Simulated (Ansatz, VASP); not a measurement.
# Cross-check of W (Tungsten) between VASP and Ansatz

Aim: how closely do two programs agree when they are given the same cell, functional and k mesh? The cell is taken from a series of VASP runs on this material, whose earlier steps may have relaxed, scaled or displaced it; both programs get it as it stands. Valence electrons are named where the data sets of a main pair hold unlike numbers.

Program: Ansatz 0.2.0. Level of theory: plane waves, with VASP 6.6.1 beside it; band structure at LDA. Results are calculated unless marked as measured.

## 1. Starting point

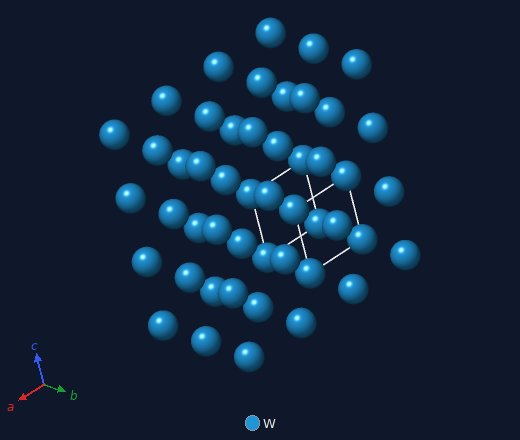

The starting structure, seen from a free direction (tungsten blue). 3×2×3 cells are drawn. Some periodic images of atoms are drawn too.

Coordinates:

```xyz
1
Lattice="-1.5171 1.5459 1.5559 1.5453 -1.6057 1.6439 1.5586 1.6473 -1.6158" Properties=species:S:1:pos:R:3 pbc="T T T"
W     0.0000    0.0000    0.0000
```

## 2. VASP: band structure, LDA

With cell and atoms fixed, the geometry can't cause a difference; cores, projectors, grids and the points listed under the comparison can.

Lines of VASP's logs that name or quote its potential files are left out, and so is its time.

Input file INCAR:

```
SYSTEM = W
PREC = Accurate
ENCUT = 400
EDIFF = 1E-06
NELM = 100
ISMEAR = -1
SIGMA = 0.05
LREAL = .FALSE.
ALGO = Normal
GGA = CA
NBANDS = 14
LASPH = .TRUE.
LORBIT = 11
LWAVE = .FALSE.
LCHARG = .FALSE.
KPAR = 2
```

Input file POSCAR:

```
W
1.0
   -1.5171340000      1.5458900000      1.5559080000
    1.5452880000     -1.6057470000      1.6439180000
    1.5586460000      1.6472590000     -1.6157650000
W
1
Direct
    0.0000000000      0.0000000000      0.0000000000
```

Input file KPOINTS:

```
Automatic mesh
0
Gamma
17 17 17
0 0 0
```

Input file KPOINTS_OPT:

```
Line mode
16
Line-mode
Reciprocal
 -0.50000000   0.00000000   0.50000000 X
  0.00000000   0.00000000   0.00000000 GAMMA

  0.00000000   0.00000000   0.00000000 GAMMA
  0.00000000   0.50000000  -0.50000000 Y

 -0.50000000   0.50000000   0.00000000 L
  0.00000000   0.00000000   0.00000000 GAMMA

  0.00000000   0.00000000   0.00000000 GAMMA
  0.00000000  -0.50000000   0.00000000 Z

 -0.50000000  -0.50000000   0.50000000 N
  0.00000000   0.00000000   0.00000000 GAMMA

  0.00000000   0.00000000   0.00000000 GAMMA
  0.00000000   0.00000000  -0.50000000 M

 -0.50000000   0.00000000   0.00000000 R
  0.00000000   0.00000000   0.00000000 GAMMA
```

PAW data sets: W (LDA family, release 64).

Started as:

```sh
$ mpirun -np 2 vasp_std
```

Numbers of over 12 decimals in the logs are rounded to 6 here.

The log of the run:

```text
[banner, memory and clock lines left out]
running    2 mpi-ranks, on    1 nodes
 distrk:  each k-point on    1 cores,    2 groups
 distr:  one band on    1 cores,    1 groups

 POSCAR found type information on POSCAR W
 POSCAR found :  1 types and       1 ions
 LDA part: xc-table for (Slater(with rela. corr.)+CA(PZ))
 , standard interpolation
 POSCAR, INCAR and KPOINTS ok, starting setup
 FFT: planning ... GRIDC
 FFT: planning ... GRID_SOFT
 FFT: planning ... GRID
 WAVECAR not read
 entering main loop
       N       E                     dE             d eps       ncg     rms          rms(c)
DAV:   1     0.466375513096E+01    0.46638E+01   -0.23536E+03 69478   0.291E+02
DAV:   2    -0.146162663441E+02   -0.19280E+02   -0.18518E+02 88284   0.887E+01
DAV:   3    -0.148900695166E+02   -0.27380E+00   -0.27331E+00 92232   0.818E+00
DAV:   4    -0.148903669143E+02   -0.29740E-03   -0.29739E-03 88266   0.322E-01
DAV:   5    -0.148903675202E+02   -0.60589E-06   -0.60543E-06 93144   0.131E-02    0.204E+01
DAV:   6    -0.143600053963E+02    0.53036E+00   -0.28455E-01 96516   0.259E+00    0.958E+00
DAV:   7    -0.141671353043E+02    0.19287E+00   -0.33155E-01 96852   0.259E+00    0.305E-01
DAV:   8    -0.141652315101E+02    0.19038E-02   -0.60306E-03 81894   0.398E-01    0.200E-01
DAV:   9    -0.141646779946E+02    0.55352E-03   -0.25968E-04 95440   0.495E-02    0.759E-02
DAV:  10    -0.141646695835E+02    0.84111E-05   -0.36813E-05 89136   0.324E-02    0.141E-02
DAV:  11    -0.141646699921E+02   -0.40863E-06   -0.13104E-06 88850   0.761E-03
   1 F= -.14164670E+02 E0= -.14162492E+02  d E =-.435574E-02
 Start KPOINTS_OPT (optional k-point list driver)
k-point batch [1-112\112]
       N       E                     dE             ncg
DAV:   1     0.189898458424E+05   -0.83130E+04     3168
DAV:   2     0.167177702069E+05   -0.22721E+04     4060
DAV:   3     0.166822356222E+05   -0.35535E+02     4012
DAV:   4     0.166821853770E+05   -0.50245E-01     3844
DAV:   5     0.166821852275E+05   -0.14950E-03     4036
DAV:   6     0.166821852268E+05   -0.64523E-06     3816
```

OUTCAR, selected parts (step 2):

```text
ion  position               nearest neighbor table
   1  0.000  0.000  0.000-

  LATTYP: Found a triclinic cell.
 ALAT       =     5.3583404474
 B/A-ratio  =     0.5972949402
 C/A-ratio  =     0.5793471449
 COS(alpha) =     0.0176124649
 COS(beta)  =     0.2976464945
 COS(gamma) =     0.9121669720

 Subroutine GETGRP returns: Found  2 space group operations
 (whereof  2 operations were pure point group operations)

The static configuration has the point symmetry S_2 .

 Found   2457 irreducible k-points:

   k-points           NKPTS =   2457   k-points in BZ     NKDIM =   2457   number of bands    NBANDS=     14

   dimension x,y,z NGX =    18 NGY =   18 NGZ =   18
   dimension x,y,z NGXF=    36 NGYF=   36 NGZF=   36

   ENCUT  =  400.0 eV  29.40 Ry    5.42 a.u.   4.35  4.52  4.54*2*pi/ulx,y,z

   NELECT =       6.0000    total number of electrons

 k-points in reciprocal lattice and weights: Automatic mesh
   0.00000000  0.00000000  0.00000000       0.000
   0.05882353  0.00000000  0.00000000       0.000
   0.11764706 -0.00000000 -0.00000000       0.000
   0.17647059 -0.00000000  0.00000000       0.000
   0.23529412 -0.00000000 -0.00000000       0.000
   0.29411765  0.00000000 -0.00000000       0.000
   0.35294118 -0.00000000  0.00000000       0.000
   0.41176471 -0.00000000  0.00000000       0.000
   0.47058824 -0.00000000 -0.00000000       0.000
[...]
-0.11764706 -0.05882353  0.47058824       0.000
  -0.05882353 -0.05882353  0.47058824       0.000

 average (electrostatic) potential at core
       1 -38.2091

 E-fermi :   7.8672

 k-point     1 :       0.0000    0.0000    0.0000
  band No.  band energies     occupation
      1      -1.7257      2.00000
      2       6.0153      2.00000
      3       6.5377      2.00000
      4       6.9773      2.00000
      5       9.7752      0.00000
      6      10.2709      0.00000
      7      22.4541      0.00000
      8      23.2597      0.00000
      9      23.6082      0.00000
    ...

 k-point     2 :       0.0588    0.0000    0.0000
  band No.  band energies     occupation
      1      -1.5577      2.00000
      2       6.0943      2.00000
      3       6.6524      2.00000
      4       6.8763      2.00000
      5       9.5641      0.00000
      6      10.2401      0.00000
      7      22.6321      0.00000
      8      23.6903      0.00000
      9      23.9066      0.00000
    ...

 k-point     3 :       0.1176   -0.0000   -0.0000
  band No.  band energies     occupation
      1      -1.0741      2.00000
      2       6.2125      2.00000
      3       6.5955      2.00000
      4       7.0752      2.00000
      5       9.0942      0.00000
      6      10.1664      0.00000
      7      23.0788      0.00000
      8      24.7030      0.00000
      9      24.8107      0.00000
    ...

  Total       -0.3779167     -1.3221164     -1.3874004     -0.3381588      0.5013715     -0.2554158
  in kB      -38.2070139   -133.6646896   -140.2648400    -34.1875233     50.6881744    -25.8222936
  external PRESSURE =    -104.0455145 kB  Pullay stress =       0.0000000 kB

  energy-cutoff  :      400.00
  volume of cell :       15.85
      direct lattice vectors                 reciprocal lattice vectors
    -1.517134000  1.545890000  1.555908000    -0.007158743  0.319234938  0.318551694
     1.545288000 -1.605747000  1.643918000     0.319340312  0.001654650  0.309738197
     1.558646000  1.647259000 -1.615765000     0.318010937  0.309092165  0.002983928

 POSITION                                       TOTAL-FORCE (eV/Angst)
 -----------------------------------------------------------------------------------
      0.00000      0.00000      0.00000         0.000000      0.000000      0.000000
 -----------------------------------------------------------------------------------
    total drift:                                0.000000     -0.000000     -0.000000

  FREE ENERGIE OF THE ION-ELECTRON SYSTEM (eV)
  ---------------------------------------------------
  free  energy   TOTEN  =       -14.1646699921 eV

  energy  without entropy=      -14.1603142545  energy(sigma->0) =      -14.16249212

 total charge
# of ion       s       p       d       tot
------------------------------------------
    1        0.675   0.706   4.180   5.560

[... 3 further parts left out ...]
```

Spin-orbit coupling is off here; with elements this heavy it splits and shifts levels by tenths of an eV or more. The data set W keeps the semicore shell frozen, which is cheaper and a little less accurate.

## 3. Ansatz: band structure, LDA

Ansatz runs on its default PAW (the set named soft_2) files.

The same cell, functional (in two slightly different forms), mesh and smearing now go to Ansatz, which takes its cutoff from its data sets.

Input file input.yaml:

```yaml
crystal:
  lattice:
    - [-1.517134, 1.54589, 1.555908]
    - [1.545288, -1.605747, 1.643918]
    - [1.558646, 1.647259, -1.615765]
  atoms:
    - { symbol: W, position: [0.0, 0.0, 0.0] }
hamiltonian:
  xc: lda
  pseudopotentials: { kind: paw }
kpoints:
  mp_grid: { grid: [17, 17, 17] }
  band_path:
    path:
      - [-0.5, 0.0, 0.5]
      - [-0.4, 0.0, 0.4]
      - [-0.26667, 0.0, 0.26667]
      - [-0.13333, 0.0, 0.13333]
      - [0.0, 0.0, 0.0]
      - [0.0, 0.1, -0.1]
      - [0.0, 0.2, -0.2]
      - [0.0, 0.33333, -0.33333]
      - [0.0, 0.46667, -0.46667]
      - [-0.43333, 0.43333, 0.0]
      - [-0.3, 0.3, 0.0]
      - [-0.16667, 0.16667, 0.0]
      - [-0.06667, 0.06667, 0.0]
      - [0.0, -0.03333, 0.0]
      - [0.0, -0.16667, 0.0]
      - [0.0, -0.3, 0.0]
      - [0.0, -0.43333, 0.0]
      - [-0.46667, -0.46667, 0.46667]
      - [-0.36667, -0.36667, 0.36667]
      - [-0.23333, -0.23333, 0.23333]
      - [-0.1, -0.1, 0.1]
      - [0.0, 0.0, 0.0]
      - [0.0, 0.0, -0.13333]
      - [0.0, 0.0, -0.26667]
      - [0.0, 0.0, -0.36667]
      - [0.0, 0.0, -0.5]
      - [-0.4, 0.0, 0.0]
      - [-0.26667, 0.0, 0.0]
      - [-0.13333, 0.0, 0.0]
      - [0.0, 0.0, 0.0]
    npoints: 1
scf:
  occupations: { method: fermi_dirac, width: 0.05 }
  n_extra_bands: 6
output:
  forces: true
  stress: true
  eigenvalues: true
```

Started as:

```sh
$ ansatz run input.yaml --threads 2 --pin off --max-ram 4608MiB --backend cpu --events-out ev --progress --plain --runs-dir out
```

The log of the run:

```text
scf.n_extra_bands = 6 over 7 filled bands (N_el = 14.0): the run solves 13 bands
Engine: ansatz 0.2.0, aarch64-unknown-linux-gnu
Pseudopotentials: kind: paw
Pseudopotential: W, paw, valence charge 14, recommended cutoff 420 eV (normal), W.paw.azcp
Functional definition: SPW92
  exchange = slater_x
  correlation = pw_c
Crystal: 1 atoms, lattice volume = 15.848 Å³
Basis set: ecut = 420 eV, 321 PW (Γ)
Bands: 13, of which v1, the nominal top of the filled ones, is band 7 counted from 1 (6 counted from 0)
Symmetry: 2 space group operations
Space group: P-1 (ITA 2), of the structure as read, at distance tolerance 2.5e-5 Å
k-points: 2457 of 4913
Non-local potential: W, projectors of the file, l = 0: 3, l = 1: 2, l = 2: 2, l = 3: 1
PAW form: soft (Blöchl's): semilocal exchange-correlation on the pseudo side does not see the compensation charge
PAW frozen core: W, regenerated for the run's functional, and the local potential with it (the file was generated under x = pbe(κ = 0.804, μ = 0.219515), c = pbe(β = 0.066725))
PAW one-centre angular grid: W, 590 points (default); XC on 64 Gauss nodes
Initial density: superposition of atomic densities (neutral atoms: chi_scale 0, normalization atom), corrected by the library's trained network
Initial wavefunctions: pseudopotential atomic-orbital guess
Functional: x = slater, c = lda
SCF iter   1: F=—  HF=-10129.810712 eV  |F-HF|=—  |Δ(HF+E_count)|=         —  Δρ=5.29e-3  dr2=3.01e-3  ethr=1.77e-3  ⟨swp⟩=5.1  Hψ=166456  notcnv=0  defer=621
preconditioner: auto → none  [metal: Δε(μ)=0.001 eV  Ē_g=12.493 eV  σ=0.050 eV  W_gap=0.00  n_scr=0 (ndim 8)  ℏωp=22.8 eV  f_vac=0.000  D(μ)=0.55/eV (n_scr^D=0)]
SCF iter   2: F=—  HF=-10129.809502 eV  |F-HF|=—  |Δ(HF+E_count)|=   1.21e-3  Δρ=2.14e-3  dr2=2.15e-4  ethr=2.15e-5  ⟨swp⟩=1.4  Hψ=53552  notcnv=0  defer=1029
SCF iter   3: F=—  HF=-10129.809523 eV  |F-HF|=—  |Δ(HF+E_count)|=   2.12e-5  Δρ=7.09e-4  dr2=2.06e-5  ethr=1.54e-6  ⟨swp⟩=1.0  Hψ=29163  notcnv=0  defer=1029
SCF iter   4: F=—  HF=-10129.809528 eV  |F-HF|=—  |Δ(HF+E_count)|=   4.17e-6  Δρ=2.41e-5  dr2=2.22e-8  ethr=1.47e-7  ⟨swp⟩=1.0  Hψ=29163  notcnv=0  defer=1029
iter 5 did not close the SCF: its close was put off for the readings that it lacked (scf_convergence_deferred on its scf_iter line)
SCF iter   5: F=-10129.809528 eV  HF=-10129.809528 eV  |F-HF|=5.51e-10  |Δ(HF+E_count)|=   1.89e-8  Δρ=6.47e-6  dr2=1.65e-9  ethr=1.59e-10  ⟨swp⟩=2.4  Hψ=44491  notcnv=0  defer=1029
SCF iter   6: F=-10129.809528 eV  HF=-10129.809528 eV  |F-HF|=7.28e-12  |Δ(HF+E_count)|=  3.98e-10  Δρ=4.14e-7  dr2=2.01e-11  ethr=1.18e-11  ⟨swp⟩=4.7  Hψ=112558  notcnv=0
SCF 1 converged in 6 iterations: F = -10129.809528 eV  dr2 = 2.01e-11
  greatest PAW one-centre occupation: 1.000 electrons in one spin orbital (limit 2), on the W atom at site 0 (counted from 0), in its partial waves of l = 0
NSCF: frozen V_eff on 30 k-points
SCF converged after 6 iterations
Free energy (F): -10129.809528 eV
Harris-Foulkes:  -10129.809528 eV  (|F-HF|=7.28e-12)
Internal energy: -10129.805112 eV  (E = F + TS)
E sigma→0 (E₀):  -10129.807320 eV
Entropy (-TS):   -0.004416 eV (-4.416 meV/atom)
Fermi energy:    22.326706 eV
--- Per-component energies (eV) ---
  E_band       = -86.071636
  E_kinetic    = 450.666542
  E_local      = -606.110961  (includes V_loc(G=0)·N_el)
  E_nonlocal   = 6.244318
  E_hartree    = 216.165824
  E_xc         = -265.140941
  E_vxc        = -239.065623  (∫ρ·V_xc dr)
  E_paw        = -8309.606366  (= ΣΔE_a)
  E_vpaw       = -130.137423  (= ΣTr[D̂ρ^β])
  E_aug_tail   = -0.000063  (compensation charges beyond the density's cutoff)
  E_ewald      = -1622.306619
  E_core_change = 0.283153  (= ΣΔE_core)
  E_smearing   = -0.004416  (= −TS)
  E_closure    = -0.000000  (closes the sum)
  Σ components = -10129.809528   (vs F -10129.809528, Δ=0.00e0)
--- Forces (eV/Å), atoms counted from 1 ---
  atom   1  W      0.00000000     0.00000000     0.00000000
  max |Σ_I F_I| component: 0.00e0 eV/Å
--- Stress (GPa, compression-positive) ---
       -1.774101      -3.692333      -2.805724
       -3.692333     -11.178491       5.428541
       -2.805724       5.428541     -11.812892
  P = ⅓ Tr σ = -8.2552 GPa (-82.552 kbar)
--- Band table (eV; the first three rows and the last of 2457) ---
  k-point 0: bands = [... 3 lower, -15.3135, 12.6836, 20.4930, 21.0132, 21.4524, 24.2518, 24.7510, 36.2944, ... 2 higher]
  k-point 1: bands = [... 3 lower, -15.3181, 12.8491, 20.4272, 21.0694, 21.4678, 24.2443, 24.6561, 36.6288, ... 2 higher]
  k-point 2: bands = [... 3 lower, -15.3289, 13.3251, 20.2236, 20.9659, 21.7931, 24.1917, 24.5354, 37.4225, ... 2 higher]
  k-point 2456: bands = [... 3 lower, -15.4831, 16.4403, 19.1018, 21.5885, 24.0191, 24.7649, 28.4472, 34.2678, ... 2 higher]
```

It took 29 s on 2 threads of Arm Neoverse N1, shared host; peak memory 0.71 GiB.

## 4. Differences

Known differences besides the potentials themselves: the two LDA forms differ slightly; the data sets hold 14 valence electrons in Ansatz (on its default PAW (the set named soft_2) files) and 6 in VASP; the cutoff is 420 eV in Ansatz and 400 eV in VASP; VASP's log shows a relativistic correction to its local exchange, Ansatz's none. Total energies have different zeros and are not compared.

Compared:

| quantity | Ansatz | VASP | difference |
| --- | --- | --- | --- |
| pressure (GPa) | -8.26 | -10.40 | +2.15 |

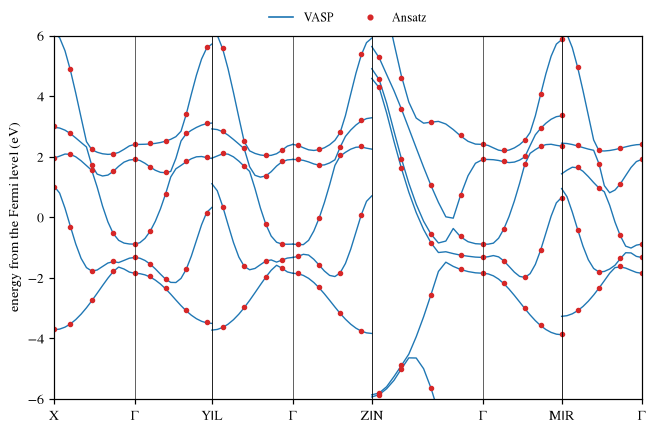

Bands from VASP (lines) and levels from Ansatz (dots). Dots without a line are higher empty bands that the VASP plot leaves out.

Levels from 3 eV below to 2 eV above the Fermi level differ by 14 meV r.m.s. and 24 meV at most; each VASP level is matched to the nearest of Ansatz, which flatters the figure a little.

## 5. What the set-up changes

Further runs change the set-up of one program: Ansatz's method, potentials or start, or VASP's data sets, cutoff or form of LDA. The table gives that difference for each run.

```
                                       run  pressure (GPa)
                                  as above             2.1
                      cores kept as stored             2.2
norm-conserving potentials (cutoff 952 eV)             1.3
```

## 6. Outcome

| Item | Value |
| --- | --- |
| difference in pressure (band structure, LDA) | 2.1 GPa |

In words: The difference in pressure is 2.1 GPa (band structure, LDA), beyond the 1 GPa picked in this series as the mark of a large difference. The data sets hold unlike numbers of valence electrons (14 in Ansatz and 6 in VASP), so part of the differences comes from the potentials. Band structure, LDA, norm-conserving potentials (cutoff 952 eV): the difference in pressure goes from 2.1 to 1.3 GPa. 2 further runs of this series are not shown here. How closely two codes agree says nothing of how well the functional describes the real material.

[Lines on the potential files, build, host, timing and source positions are cut from VASP's logs without a mark.]

[Logs are printed without paths, hosts, clocks, repeated set-up lines and the standing remarks that a program may print on its own settings, such as how far it seeks lower states.]

[Hosts, paths, dates, database ids (printed as entryN), source tags and the programs' standing remarks are cut or masked in the printed files.]
